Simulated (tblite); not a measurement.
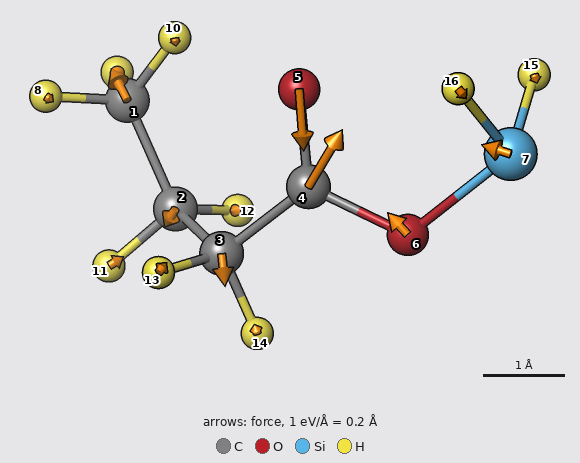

Starting geometry of C$_{4}$H$_{9}$O$_{2}$Si (multiplicity 2) with the computed forces as orange arrows. The picture is a ball-and-stick view, seen at a tilt.

Level of theory: tblite 0.8.0, GFN2-xTB geometry optimisation, gas phase. 

### Is this structure relaxed? If not, where do the atoms go?

It isn't relaxed: the largest force vector, on a C atom, is 4.73 eV/Å. The final displacements have little in common with the starting forces (cosine between the two patterns 0.20). After 174 geometry steps the energy has fallen by 78.8 kJ/mol. An H atom moves most after the best rigid fit: 1.31 Å. By element the largest moves are H 1.31 Å, O 1.07 Å, Si 0.77 Å, C 0.33 Å. Some distances before and after: O–Si 1.760 → 1.670 Å, C–O 1.269 → 1.203 Å, C–O 1.391 → 1.328 Å, H–Si 1.500 → 1.450 Å. Among the angles between lasting bonds that change: H–Si–H 103.9° → 118.2°, C–C–H 117.5° → 110.6°, C–C–H 116.2° → 110.5°. Groups turn about C–C by about 65°.
